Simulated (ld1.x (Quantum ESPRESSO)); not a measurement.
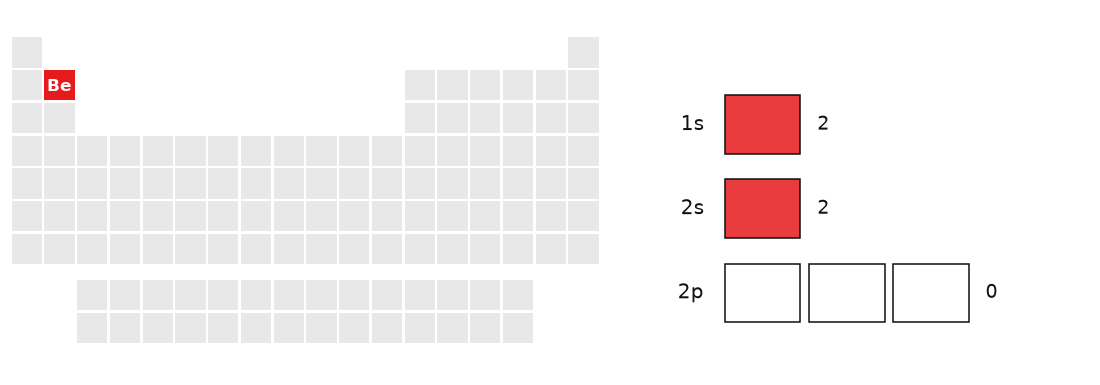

*Left, the place of beryllium in the periodic table; right, the valence shells of the reference configuration: a box for each of the 2l + 1 orbitals, shaded by the share of the shell that is filled, with the electron count at the right.*

**Pseudopotential generation for Be (part 1 of 2)**

- system: beryllium (Be, Z = 4), core none, reference valence 1s2 2s2 2p0, valence charge 4.
- method: TM potential, LDA (PZ), scalar-relativistic, made with ld1.x (Quantum ESPRESSO) 7.5

### Summary

- outcome: generated
- cutoffs needed: over 300 Ry and over 300 Ry (the cutoffs, on a coarse ladder, from which the occupation-weighted sum of valence levels, in a spherical-Bessel basis at the reference potential, stays within 10 and 1 mRy of its value at 400 Ry); ghost states and empty shells don't enter this sum
- ghost test: no ghost state below the valence levels in the p, d, s, f channels (spherical-Bessel basis up to 400 Ry, 20 bohr box)
- largest excitation error: +266 meV (all-electron minus pseudo) for 1s2 2s0 2p1, out of 7 test configurations
- range over which the phases arctan(r u′/u) at the test radius agree within 0.05 rad (a looser test near the poles than one of phase shifts): s: up to about 3.6 Ry; p: up to about 0.6 Ry; d: up to about 1.9 Ry
- hardware: 1 CPU thread, shared host
- wall time: 0.93 s

### Input file
```
 &input
   title='Be', zed=4., rel=1, dft='PZ', iswitch=3,
   config='[He] 2s2 2p0 3d-2',
   nld=3, rlderiv=4.10, eminld=-10.0, emaxld=5.0, deld=0.04
 /
 &inputp
   pseudotype=2, tm=.true., lloc=0,
   nlcc=.false.,
   file_pseudopw='Be.UPF', file_wfcaegen='ae.wfc', file_wfcncgen='nc.wfc', file_beta='beta', file_chi='chi'
 /
3
2P  2  1   0.00   0.00  3.75  3.75  0.0
3D  3  2  -2.00   0.35  3.80  3.80  0.0
1S  1  0   2.00   0.00  0.45  0.45  0.0
 &test
   configts(1)='1s2 2s2 2p0'
 /
```

### Input of the test run
```
 &input
   title='Be', zed=4., rel=1, dft='PZ', iswitch=2,
   config='[He] 2s2 2p0 3d-2'
 /
 &test
   file_pseudo='Be.UPF', nconf=10,
   configts(1)='1s2 2s2 2p0',
   configts(2)='1s2 2s1 2p0',
   configts(3)='1s2 2s0 2p0',
   configts(4)='1s2 2s1.5 2p0',
   configts(5)='1s2 2s0 2p2',
   configts(6)='1s2 2s0 2p1',
   configts(7)='1s2 2s1 2p1',
   configts(8)='1s1 2s2 2p0',
   configts(9)='1s2 2s1 2p0', lsdts(9)=1,
   configts(10)='1s2 2s1.5 2p0', lsdts(10)=1
 /
```

Command:
```bash
ld1.x < Be.in > Be.out
```

### Log
```
     Program LD1 v.7.5
     --------------------------- All-electron run ----------------------------

     Be
     scalar relativistic calculation

     atomic number is  4.00
     dft =PZ   lsd =0 sic =0 latt =0  beta=0.20 tr2=1.0E-14
     Exchange-correlation= PZ
                           (   1   1   0   0   0   0   0)
     mesh =1041 r(mesh) = 100.85720 a.u. xmin = -7.00 dx = 0.01250
     1 Ry =  13.60569312 eV, c = 137.03599908

     n l     nl                  e(Ry)          e(Ha)          e(eV)
     1 0     1S 1( 2.00)        -7.7125        -3.8562      -104.9335
     2 0     2S 1( 2.00)        -0.4121        -0.2060        -5.6064
     2 1     2P 1( 0.00)        -0.1547        -0.0774        -2.1049

     final scf error:  7.2E-15 reached in  16 iterations

     Etot =     -28.897989 Ry,     -14.448994 Ha,    -393.177164 eV

     Ekin =      28.634098 Ry,      14.317049 Ha,     389.586755 eV
     Encl =     -66.736988 Ry,     -33.368494 Ha,    -908.002985 eV
     Eh   =      14.233804 Ry,       7.116902 Ha,     193.660766 eV
     Exc  =      -5.028902 Ry,      -2.514451 Ha,     -68.421700 eV

     normalization and overlap integrals

     s(1S/1S) =  1.000000  <r> =   0.4250  <r2> =    0.2465  r(max) =   0.2695
     s(2S/2S) =  1.000000  <r> =   2.6188  <r2> =    8.2506  r(max) =   2.0415
     s(2P/2P) =  1.000000  <r> =   3.1841  <r2> =   12.9147  r(max) =   2.2846

     ------------------------ End of All-electron run ------------------------

     --------------------- Generating NC pseudopotential ---------------------

      Generating local pot.: lloc=0, matching radius rcloc =   0.4500

      Wfc   2P  rcut= 3.720  Using Troullier-Martins method

      Wfc   3D  rcut= 3.814  Using Troullier-Martins method

     ------------------- End of pseudopotential generation -------------------

     --------------------------- All-electron run ----------------------------

     Be
     scalar relativistic calculation

     atomic number is  4.00
     dft =PZ   lsd =0 sic =0 latt =0  beta=0.20 tr2=1.0E-14
     Exchange-correlation= PZ
                           (   1   1   0   0   0   0   0)
     mesh =1041 r(mesh) = 100.85720 a.u. xmin = -7.00 dx = 0.01250
     1 Ry =  13.60569312 eV, c = 137.03599908

     n l     nl                  e(Ry)          e(Ha)          e(eV)
     1 0     1S 1( 2.00)        -7.7125        -3.8562      -104.9335
     2 0     2S 1( 2.00)        -0.4121        -0.2060        -5.6064
     2 1     2P 1( 0.00)        -0.1547        -0.0774        -2.1049

     final scf error:  7.2E-15 reached in  16 iterations

     Etot =     -28.897989 Ry,     -14.448994 Ha,    -393.177164 eV

     Ekin =      28.634098 Ry,      14.317049 Ha,     389.586755 eV
     Encl =     -66.736988 Ry,     -33.368494 Ha,    -908.002985 eV
     Eh   =      14.233804 Ry,       7.116902 Ha,     193.660766 eV
     Exc  =      -5.028902 Ry,      -2.514451 Ha,     -68.421700 eV

     normalization and overlap integrals

     s(1S/1S) =  1.000000  <r> =   0.4250  <r2> =    0.2465  r(max) =   0.2695
     s(2S/2S) =  1.000000  <r> =   2.6188  <r2> =    8.2506  r(max) =   2.0415
     s(2P/2P) =  1.000000  <r> =   3.1841  <r2> =   12.9147  r(max) =   2.2846

     ------------------------ End of All-electron run ------------------------

     Computing logarithmic derivative in   4.08563
     Computing logarithmic derivative in   4.08563
     Computing the partial wave expansion
       no projector for channel:   0
     R is outside the sphere for l=    1 j= 0.00
     R is outside the sphere for l=    2 j= 0.00

     ---------------------- Testing the pseudopotential ----------------------

     Be
     scalar relativistic calculation

     atomic number is  4.00   valence charge is  4.00
     dft =PZ   lsd =0 sic =0 latt =0  beta=0.20 tr2=1.0E-14
     mesh =1041 r(mesh) = 100.85720 xmin = -7.00 dx = 0.01250

     n l     nl             e AE (Ry)        e PS (Ry)    De AE-PS (Ry)
     1 0     1S   1( 2.00)       -7.71247       -7.71270        0.00023
     2 0     2S   1( 2.00)       -0.41206       -0.41062       -0.00145
     2 1     2P   1( 0.00)       -0.15470       -0.15470        0.00000

     eps = 5.3E-15  iter = 10

     Etot =     -28.897989 Ry,     -14.448994 Ha,    -393.177164 eV
     Etotps =   -28.812727 Ry,     -14.406364 Ha,    -392.017122 eV

     Ekin =      26.686780 Ry,      13.343390 Ha,     363.092137 eV
     Encl =     -64.656285 Ry,     -32.328142 Ha,    -879.693570 eV
     Ehrt =      14.133996 Ry,       7.066998 Ha,     192.302809 eV
     Ecxc =      -4.977218 Ry,      -2.488609 Ha,     -67.718498 eV

     ---------------------- End of pseudopotential test ----------------------
```

### Output of the test run (extracts)
```
     ---------------------- Testing the pseudopotential ----------------------

     Be
     scalar relativistic calculation

     atomic number is  4.00   valence charge is  4.00
     dft =PZ   lsd =0 sic =0 latt =0  beta=0.20 tr2=1.0E-14
     mesh =1041 r(mesh) = 100.85720 xmin = -7.00 dx = 0.01250

     n l     nl             e AE (Ry)        e PS (Ry)    De AE-PS (Ry)
     1 0     1S   1( 2.00)       -7.71247       -7.71270        0.00023
     2 0     2S   1( 2.00)       -0.41206       -0.41062       -0.00145
     2 1     2P   1( 0.00)       -0.15470       -0.15470        0.00000

     eps = 5.5E-15  iter = 10

     Etot =     -28.897989 Ry,     -14.448994 Ha,    -393.177164 eV
     Etotps =   -28.812727 Ry,     -14.406364 Ha,    -392.017122 eV

     Ekin =      26.686780 Ry,      13.343390 Ha,     363.092137 eV
     Encl =     -64.656285 Ry,     -32.328142 Ha,    -879.693570 eV
     Ehrt =      14.133996 Ry,       7.066998 Ha,     192.302809 eV
     Ecxc =      -4.977218 Ry,      -2.488609 Ha,     -67.718498 eV

     ---------------------- End of pseudopotential test ----------------------

     ---------------------- Testing the pseudopotential ----------------------

     Be
     scalar relativistic calculation

     atomic number is  4.00   valence charge is  4.00
     dft =PZ   lsd =0 sic =0 latt =0  beta=0.20 tr2=1.0E-14
     mesh =1041 r(mesh) = 100.85720 xmin = -7.00 dx = 0.01250

     n l     nl             e AE (Ry)        e PS (Ry)    De AE-PS (Ry)
     1 0     1S   1( 2.00)       -8.55616       -8.55368       -0.00248
     2 0     2S   1( 1.00)       -1.00307       -1.00027       -0.00280
     2 1     2P   1( 0.00)       -0.72203       -0.79228        0.07024  !

     eps = 4.0E-15  iter =  9

     Etot =     -28.198300 Ry,     -14.099150 Ha,    -383.657415 eV
     Etotps =   -28.115118 Ry,     -14.057559 Ha,    -382.525670 eV
     dEtot_ae =       0.699689 Ry
     dEtot_ps =       0.697609 Ry,   Delta E=       0.002080 Ry

     Ekin =      26.050843 Ry,      13.025421 Ha,     354.439775 eV
     Encl =     -61.070551 Ry,     -30.535276 Ha,    -830.907177 eV
     Ehrt =      11.441933 Ry,       5.720966 Ha,     155.675427 eV
     Ecxc =      -4.537343 Ry,      -2.268671 Ha,     -61.733695 eV

     ---------------------- End of pseudopotential test ----------------------

     ---------------------- Testing the pseudopotential ----------------------

     Be
     scalar relativistic calculation

     atomic number is  4.00   valence charge is  4.00
     dft =PZ   lsd =0 sic =0 latt =0  beta=0.20 tr2=1.0E-14
     mesh =1041 r(mesh) = 100.85720 xmin = -7.00 dx = 0.01250

     n l     nl             e AE (Ry)        e PS (Ry)    De AE-PS (Ry)
     1 0     1S   1( 2.00)       -9.61319       -9.60622       -0.00697  !
     2 0     2S   1( 0.00)       -1.49557       -1.49055       -0.00502  !
     2 1     2P   1( 0.00)       -1.24185       -1.24185        0.00000

     eps = 6.5E-15  iter = 12

     Etot =     -26.891599 Ry,     -13.445800 Ha,    -365.878846 eV
     Etotps =   -26.812123 Ry,     -13.406062 Ha,    -364.797521 eV
     dEtot_ae =       2.006389 Ry
     dEtot_ps =       2.000604 Ry,   Delta E=       0.005786 Ry

     Ekin =      24.829976 Ry,      12.414988 Ha,     337.829031 eV
     Encl =     -56.432714 Ry,     -28.216357 Ha,    -767.806186 eV
     Ehrt =       8.905527 Ry,       4.452763 Ha,     121.165867 eV
     Ecxc =      -4.114912 Ry,      -2.057456 Ha,     -55.986233 eV

     ---------------------- End of pseudopotential test ----------------------

     ---------------------- Testing the pseudopotential ----------------------

     Be
     scalar relativistic calculation

     atomic number is  4.00   valence charge is  4.00
     dft =PZ   lsd =0 sic =0 latt =0  beta=0.20 tr2=1.0E-14
     mesh =1041 r(mesh) = 100.85720 xmin = -7.00 dx = 0.01250

     n l     nl             e AE (Ry)        e PS (Ry)    De AE-PS (Ry)
     1 0     1S   1( 2.00)       -8.10437       -8.10342       -0.00094
     2 0     2S   1( 1.50)       -0.69572       -0.69365       -0.00207
     2 1     2P   1( 0.00)       -0.42180       -0.42066       -0.00114

     eps = 2.0E-15  iter = 11

     Etot =     -28.622251 Ry,     -14.311126 Ha,    -389.425569 eV
     Etotps =   -28.537861 Ry,     -14.268931 Ha,    -388.277386 eV
     dEtot_ae =       0.275737 Ry
     dEtot_ps =       0.274866 Ry,   Delta E=       0.000872 Ry

     Ekin =      26.439697 Ry,      13.219849 Ha,     359.730407 eV
     Encl =     -63.006820 Ry,     -31.503410 Ha,    -857.251464 eV
     Ehrt =      12.794057 Ry,       6.397029 Ha,     174.072019 eV
     Ecxc =      -4.764796 Ry,      -2.382398 Ha,     -64.828348 eV

     ---------------------- End of pseudopotential test ----------------------

     ---------------------- Testing the pseudopotential ----------------------

     Be
     scalar relativistic calculation

     atomic number is  4.00   valence charge is  4.00
     dft =PZ   lsd =0 sic =0 latt =0  beta=0.20 tr2=1.0E-14
     mesh =1041 r(mesh) = 100.85720 xmin = -7.00 dx = 0.01250

     n l     nl             e AE (Ry)        e PS (Ry)    De AE-PS (Ry)
     1 0     1S   1( 2.00)       -7.88879       -7.86137       -0.02743  !
     2 0     2S   1( 0.00)       -0.48168       -0.47775       -0.00393
     2 1     2P   1( 2.00)       -0.21966       -0.21733       -0.00233

     eps = 4.7E-15  iter = 15

     Etot =     -28.378257 Ry,     -14.189129 Ha,    -386.105859 eV
     Etotps =   -28.294367 Ry,     -14.147183 Ha,    -384.964473 eV
     dEtot_ae =       0.519731 Ry
     dEtot_ps =       0.518360 Ry,   Delta E=       0.001371 Ry

     Ekin =      26.326713 Ry,      13.163357 Ha,     358.193182 eV
     Encl =     -63.430077 Ry,     -31.715039 Ha,    -863.010166 eV
     Ehrt =      13.664552 Ry,       6.832276 Ha,     185.915700 eV
     Ecxc =      -4.848624 Ry,      -2.424312 Ha,     -65.968895 eV
     Epseu=      -0.006931 Ry,      -0.003465 Ha,      -0.094295 eV

     ---------------------- End of pseudopotential test ----------------------

     ---------------------- Testing the pseudopotential ----------------------

     Be
     scalar relativistic calculation

     atomic number is  4.00   valence charge is  4.00
     dft =PZ   lsd =0 sic =0 latt =0  beta=0.20 tr2=1.0E-14
     mesh =1041 r(mesh) = 100.85720 xmin = -7.00 dx = 0.01250

     n l     nl             e AE (Ry)        e PS (Ry)    De AE-PS (Ry)
     1 0     1S   1( 2.00)       -8.58771       -8.31207       -0.27564  !
     2 0     2S   1( 0.00)       -1.00840       -0.94421       -0.06419  !
     2 1     2P   1( 1.00)       -0.72875       -0.67658       -0.05217  !

     eps = 8.2E-15  iter = 16

     Etot =     -27.917963 Ry,     -13.958982 Ha,    -379.843243 eV
     Etotps =   -27.852275 Ry,     -13.926137 Ha,    -378.949506 eV
     dEtot_ae =       0.980025 Ry
     dEtot_ps =       0.960452 Ry,   Delta E=       0.019573 Ry

     Ekin =      26.928278 Ry,      13.464139 Ha,     366.377883 eV
     Encl =     -61.752536 Ry,     -30.876268 Ha,    -840.186056 eV
     Ehrt =      12.021613 Ry,       6.010806 Ha,     163.562375 eV
     Ecxc =      -4.650075 Ry,      -2.325037 Ha,     -63.267489 eV
     Epseu=      -0.399555 Ry,      -0.199777 Ha,      -5.436218 eV

     ---------------------- End of pseudopotential test ----------------------
```

(Continued in part 2.)
